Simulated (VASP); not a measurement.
# HfCu: structure and properties in VASP

Aim: relax HfCu, then compute properties on the relaxed cell. The steps: relaxing cell and atoms (revPBE), second relaxation, density, ELF and potential (revPBE), band structure (revPBE), total and projected DOS (revPBE) and zone-centre phonons (revPBE). The cell is invented: it takes the structure of a Materials Project entry for FeRu (space group 187 there), with all of its atoms replaced by other elements, volume scaled by an estimate. It may not be a known or stable phase. Left out of this account: 1 further run (relaxation: a spoilt try).

Main program and level: VASP 6.6.1; revPBE; plane waves and PAW (Hf_pv, Cu); invented cell.

### Step 1. Starting point

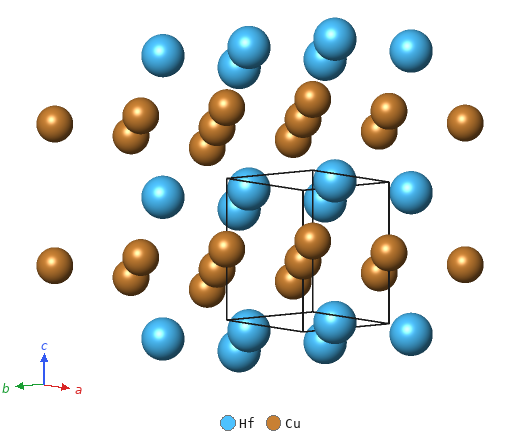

The cell as given, from a free direction (hafnium blue, copper orange). 2×3×2 cells are drawn. Some periodic images of atoms are drawn too.

### Step 2. Relaxing cell and atoms (revPBE)

Properties are meant for the cell that this level of theory prefers, so cell and atoms are relaxed first (ISIF = 3) until forces and stress are small; EDIFFG sets the threshold. revPBE by itself binds more weakly than PBE and expands cells; dispersion terms fitted to it are the larger for that.

The input, INCAR:

```
SYSTEM = HfCu
PREC = Accurate
ENCUT = 400
EDIFF = 1E-06
NELM = 100
ISMEAR = -1
SIGMA = 0.05
LREAL = .FALSE.
ALGO = Normal
GGA = RE
NBANDS = 16
LORBIT = 11
LWAVE = .FALSE.
LCHARG = .FALSE.
IBRION = 2
NSW = 60
ISIF = 3
EDIFFG = -0.01
```

The input, POSCAR:

```
HfCu
1.0
    2.9717350000      0.0000000000      0.0000000000
   -1.4858680000      2.5735980000      0.0000000000
    0.0000000000      0.0000000000      4.5768240000
Hf Cu
1 1
Direct
    0.6666666700      0.3333333300      0.0000000000
    0.0000000000      0.0000000000      0.5000000000
```

The input, KPOINTS:

```
Automatic mesh
0
Gamma
10 10 6
0 0 0
```

Potentials, in the order of the species: Hf_pv and Cu (PBE family, release 64).

The run is started by

```
> mpirun -np 1 vasp_std
```

What it wrote:

```text
[banner, memory and clock lines left out]
running    1 mpi-ranks, on    1 nodes
 distrk:  each k-point on    1 cores,    1 groups
 distr:  one band on    1 cores,    1 groups

 POSCAR found type information on POSCAR HfCu
 POSCAR found :  2 types and       2 ions
|                                                                             |
|               ----> ADVICE to this user running VASP <----                  |
|                                                                             |
|     You enforced a specific xc type in the INCAR file but a different       |
|     [... a line on the potential file left out ...]
|     I HOPE YOU KNOW WHAT YOU ARE DOING!                                     |
|                                                                             |

 LDA part: xc-table for (Slater+PW92), standard interpolation
 POSCAR, INCAR and KPOINTS ok, starting setup
 FFT: planning ... GRIDC
 FFT: planning ... GRID_SOFT
 FFT: planning ... GRID
 WAVECAR not read
 entering main loop
       N       E                     dE             d eps       ncg     rms          rms(c)
DAV:   1     0.800718565249E+02    0.80072E+02   -0.93212E+03  1832   0.135E+03
DAV:   2    -0.116766498905E+02   -0.91749E+02   -0.88266E+02  2104   0.278E+02
DAV:   3    -0.146211746693E+02   -0.29445E+01   -0.28914E+01  2328   0.474E+01
DAV:   4    -0.146753815353E+02   -0.54207E-01   -0.54174E-01  2088   0.602E+00
DAV:   5    -0.146773649243E+02   -0.19834E-02   -0.19833E-02  2584   0.113E+00    0.608E+01
DAV:   6    -0.202186215908E+02   -0.55413E+01   -0.93161E+01  2040   0.224E+02    0.201E+01
DAV:   7    -0.126964838480E+02    0.75221E+01   -0.35390E+01  2328   0.913E+01    0.172E+01
DAV:   8    -0.127519101014E+02   -0.55426E-01   -0.68764E-01  2376   0.641E+00    0.766E+00
DAV:   9    -0.125808611220E+02    0.17105E+00   -0.82689E-01  2232   0.211E+01    0.104E+00
DAV:  10    -0.125991383564E+02   -0.18277E-01   -0.13843E-01  1936   0.923E+00    0.138E+00
DAV:  11    -0.125788640982E+02    0.20274E-01   -0.95489E-02  1968   0.756E+00    0.349E-01
DAV:  12    -0.125788023199E+02    0.61778E-04   -0.38910E-03  2808   0.742E-01    0.237E-01
DAV:  13    -0.125792185742E+02   -0.41625E-03   -0.10037E-03  2496   0.696E-01    0.326E-01
DAV:  14    -0.125787621251E+02    0.45645E-03   -0.14796E-03  2328   0.943E-01    0.136E-01
DAV:  15    -0.125787707850E+02   -0.86599E-05   -0.58866E-05  2632   0.812E-02    0.450E-02
DAV:  16    -0.125787713358E+02   -0.55081E-06   -0.66452E-07  1224   0.757E-03
   1 F= -.12578771E+02 E0= -.12571469E+02  d E =-.125788E+02
 curvature:   0.00 expect dE= 0.000E+00 dE for cont linesearch  0.000E+00
 trial: gam= 0.00000 g(F)=  0.169E-44 g(S)=  0.300E-01 ort = 0.000E+00 (trialstep = 0.100E+01)
 search vector abs. value=  0.300E-01
 bond charge predicted
       N       E                     dE             d eps       ncg     rms          rms(c)
DAV:   1    -0.129233722805E+02   -0.34460E+00   -0.63489E+00  1968   0.467E+01    0.580E+00
DAV:   2    -0.129917429629E+02   -0.68371E-01   -0.36751E+00  2200   0.464E+01    0.681E+00
DAV:   3    -0.126384948686E+02    0.35325E+00   -0.22148E+00  2152   0.344E+01    0.170E+00
DAV:   4    -0.126025239140E+02    0.35971E-01   -0.13284E-01  2456   0.790E+00    0.509E-01
DAV:   5    -0.126016155489E+02    0.90837E-03   -0.59229E-03  2664   0.116E+00    0.338E-01
DAV:   6    -0.126010920821E+02    0.52347E-03   -0.68454E-04  2816   0.516E-01    0.951E-02
DAV:   7    -0.126010928703E+02   -0.78815E-06   -0.66539E-05  2752   0.723E-02    0.122E-02
DAV:   8    -0.126010930051E+02   -0.13483E-06   -0.15111E-06  1704   0.168E-02
   2 F= -.12601093E+02 E0= -.12592891E+02  d E =-.223217E-01
[...]
3 F= -.12603707E+02 E0= -.12595297E+02  d E =-.249357E-01
[...]
4 F= -.12604014E+02 E0= -.12595554E+02  d E =-.252431E-01
[...]
5 F= -.12610187E+02 E0= -.12602045E+02  d E =-.617214E-02
[...]
6 F= -.12610188E+02 E0= -.12602048E+02  d E =-.617319E-02
 curvature:  -0.73 expect dE=-0.177E-03 dE for cont linesearch -0.418E-05
 ZBRENT: accuracy reached
 trial: gam= 0.07651 g(F)=  0.806E-44 g(S)=  0.243E-03 ort = 0.285E-03 (trialstep = 0.111E+01)
 search vector abs. value=  0.369E-03
 bond charge predicted
       N       E                     dE             d eps       ncg     rms          rms(c)
DAV:   1    -0.126145334552E+02   -0.43455E-02   -0.85668E-02  2120   0.498E+00    0.692E-01
DAV:   2    -0.126163659388E+02   -0.18325E-02   -0.59575E-02  2144   0.594E+00    0.751E-01
DAV:   3    -0.126106725161E+02    0.56934E-02   -0.24771E-02  2120   0.387E+00    0.143E-01
DAV:   4    -0.126103714211E+02    0.30110E-03   -0.88917E-04  2744   0.535E-01    0.589E-02
DAV:   5    -0.126103603285E+02    0.11093E-04   -0.35319E-05  2544   0.816E-02    0.354E-02
DAV:   6    -0.126103576371E+02    0.26914E-05   -0.43856E-06  2360   0.404E-02    0.547E-03
DAV:   7    -0.126103577600E+02   -0.12295E-06   -0.96171E-07  1144   0.127E-02
   7 F= -.12610358E+02 E0= -.12602237E+02  d E =-.170113E-03
 trial-energy change:   -0.000170  1 .order   -0.000174   -0.000293   -0.000056
 step:   1.4056(harm=  1.3655)  dis= 0.00000  next Energy=   -12.610365 (dE=-0.178E-03)
 reached required accuracy - stopping structural energy minimisation
```

Wall time 49 s (1 MPI rank of Intel Xeon Platinum 8488C (Sapphire Rapids), shared host); peak memory 0.15 GiB.

Lines that name or quote the potential files are left out of all logs, and their timing lines are given in words.

From OUTCAR (step 2):

```text
ion  position               nearest neighbor table
   1  0.667  0.333  0.000-   2 2.86   2 2.86   2 2.86   2 2.86   2 2.86   2 2.86
   2  0.000  0.000  0.500-   1 2.86   1 2.86   1 2.86   1 2.86   1 2.86   1 2.86

  LATTYP: Found a hexagonal cell.
 ALAT       =     2.9717350000
 C/A-ratio  =     1.5401184830

 Subroutine GETGRP returns: Found 12 space group operations
 (whereof 12 operations were pure point group operations)

The static configuration has the point symmetry D_3h.

 Found     56 irreducible k-points:

   k-points           NKPTS =     56   k-points in BZ     NKDIM =     56   number of bands    NBANDS=     16

   dimension x,y,z NGX =    20 NGY =   20 NGZ =   30
   dimension x,y,z NGXF=    40 NGYF=   40 NGZF=   60

   ENCUT  =  400.0 eV  29.40 Ry    5.42 a.u.   4.85  4.85  7.46*2*pi/ulx,y,z

   NELECT =      21.0000    total number of electrons

 k-points in reciprocal lattice and weights: Automatic mesh
   0.00000000  0.00000000  0.00000000       0.002
   0.10000000  0.00000000  0.00000000       0.010
   0.20000000  0.00000000  0.00000000       0.010
   0.30000000  0.00000000  0.00000000       0.010
   0.40000000 -0.00000000  0.00000000       0.010
   0.50000000  0.00000000  0.00000000       0.005
   0.10000000  0.10000000  0.00000000       0.010
   0.20000000  0.10000000  0.00000000       0.020
   0.30000000  0.10000000  0.00000000       0.020
[...]
0.40000000  0.20000000  0.50000000       0.010
   0.30000000  0.30000000  0.50000000       0.010

 average (electrostatic) potential at core
       1 -36.9507       2 -66.2283

 E-fermi :   5.4796

 k-point     1 :       0.0000    0.0000    0.0000
  band No.  band energies     occupation
    ...
      6       2.4587      2.00000
      7       2.4587      2.00000
      8       2.5905      2.00000
      9       2.5905      2.00000
     10       4.0806      2.00000
     11       6.4192      0.00000
     12       7.0627      0.00000
     13       7.0627      0.00000
     14      10.1490      0.00000
     15      10.1490      0.00000
    ...

 k-point     2 :       0.1000    0.0000    0.0000
  band No.  band energies     occupation
    ...
      6       2.4147      2.00000
      7       2.5083      2.00000
      8       2.5331      2.00000
      9       2.5684      2.00000
     10       4.2396      2.00000
     11       6.0892      0.00001
     12       6.7103      0.00000
     13       7.3759      0.00000
     14      10.0631      0.00000
     15      10.6133      0.00000
    ...

 k-point     3 :       0.2000    0.0000    0.0000
  band No.  band energies     occupation
    ...
      7       2.3694      2.00000
      8       2.5106      2.00000
      9       2.6410      2.00000
     10       4.6578      2.00000
     11       5.4727      1.06935
     12       6.1164      0.00001
     13       8.2836      0.00000
     14       9.8523      0.00000
     15      11.5874      0.00000
     16      13.4768      0.00000

  Total        0.0129547      0.0129547     -0.0003209     -0.0000000      0.0000000     -0.0000000
  in kB        0.5746883      0.5746883     -0.0142356     -0.0000001      0.0000000     -0.0000000
  external PRESSURE =       0.3783803 kB  Pullay stress =       0.0000000 kB

  energy-cutoff  :      400.00
  volume of cell :       36.12
      direct lattice vectors                 reciprocal lattice vectors
     3.070162395 -0.000000019 -0.000000000     0.325715671  0.188052095  0.000000000
    -1.535081731  2.658838634 -0.000000000     0.000000002  0.376104059  0.000000000
     0.000000000 -0.000000000  4.424382937     0.000000000  0.000000000  0.226020219

 POSITION                                       TOTAL-FORCE (eV/Angst)
 -----------------------------------------------------------------------------------
      1.53508      0.88628     -0.00000        -0.000000     -0.000000      0.000000
      0.00000     -0.00000      2.21219         0.000000      0.000000     -0.000000
 -----------------------------------------------------------------------------------
    total drift:                               -0.000009      0.000002     -0.000000

  FREE ENERGIE OF THE ION-ELECTRON SYSTEM (eV)
  ---------------------------------------------------
  free  energy   TOTEN  =       -12.6103577600 eV

  energy  without entropy=      -12.5941165646  energy(sigma->0) =      -12.60223716

 reached required accuracy - stopping structural energy minimisation

 total charge
# of ion       s       p       d       tot
------------------------------------------
    1        0.397   6.351   1.587   8.335
    2        0.494   0.313   9.112   9.920
--------------------------------------------------
tot          0.891   6.665  10.699  18.255

[... 3 further parts left out ...]
```

CONTCAR:

```
HfCu
   1.00000000000000
     3.0701623951527615   -0.0000000191601682   -0.0000000000000000
    -1.5350817307301674    2.6588386338808481   -0.0000000000000000
     0.0000000000000000   -0.0000000000000000    4.4243829369969205
  Hf              Cu
     1     1
Direct
     0.6666666699999979    0.3333333300000021    0.0000000000000000
     0.0000000000000000    0.0000000000000000    0.5000000000000000
```

This run has no spin polarisation. Its electron count is odd, so without a moment it is a metal by construction. The k-mesh is coarse for a metal. Harder data sets than Hf_pv exist (the GW ones), and pressures, volumes and forces can shift noticeably with them. The PAW data sets were made with PBE, which is usual practice but a small mismatch for other functionals. The run keeps the 12 symmetry operations of its start, so it cannot find a distortion of lower symmetry.

Step by step:

| step | energy less that of the first step (eV) | largest force (eV/Å) | pressure (GPa) | volume (Å³) |
| --- | --- | --- | --- | --- |
| 1 | 0.0000 | 0.0000 | 1.78 | 35.00 |
| 2 | -0.0223 | 0.0000 | -0.05 | 35.99 |
| 3 | -0.0249 | 0.0000 | -0.97 | 36.35 |
| 4 | -0.0252 | 0.0000 | -1.31 | 36.50 |
| 5 | -0.0314 | 0.0000 | 0.28 | 36.01 |
| 6 | -0.0314 | 0.0000 | 0.22 | 36.01 |
| 7 | -0.0316 | 0.0000 | 0.04 | 36.12 |

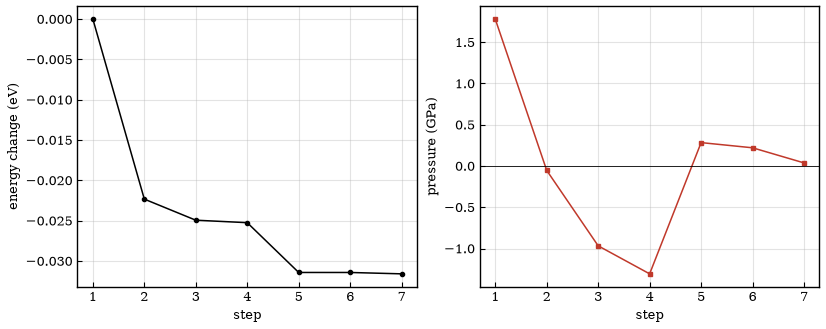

Energy and pressure along the relaxation.

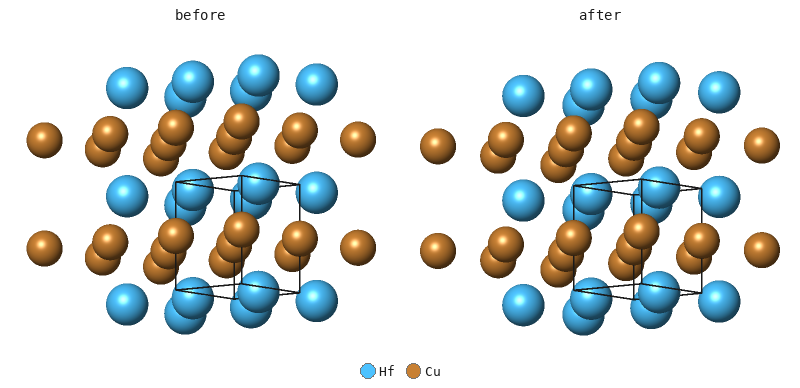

The structure before and after the relaxation, drawn at the same scale.

```
conventional cell, symmetrised  before  after  change
                         a (Å)   2.972  3.070  +3.3 %
                         b (Å)   2.972  3.070  +3.3 %
                         c (Å)   4.577  4.424  -3.3 %
              volume (Å³/atom)   17.50  18.06  +3.2 %
```

Final coordinates:

```xyz
2
Lattice="3.0702 0.0000 0.0000 -1.5351 2.6588 0.0000 0.0000 0.0000 4.4244" Properties=species:S:1:pos:R:3 pbc="T T T"
Hf    1.5351    0.8863    0.0000
Cu    0.0000    0.0000    2.2122
```

Numbers from this step:

```yaml
electrons: 21
bands: 16
irreducible_k_points: 56
symmetry_operations: 12
free_energy_toten: -12.61 eV
energy_at_zero_smearing: -12.60 eV
fermi_energy: 5.480 eV
pressure: 0.03784 GPa
metallic: yes
scf_cycles_over_all_ionic_steps: 57
```

It ends with forces that vanish by symmetry and a pressure of 0.04 GPa.

[end of part 1 of 4]

[Lines on the potential files, build, host, timing and source positions are cut from VASP's logs without a mark.]

[Logs are printed without paths, hosts, clocks, repeated set-up lines and the standing remarks that a program may print on its own settings, such as how far it seeks lower states.]

[Hosts, paths, dates, database ids (printed as entryN), source tags and the programs' standing remarks are cut or masked in the printed files.]

[A measured line is paired with the nearest computed mode of its activity, which favours agreement.]
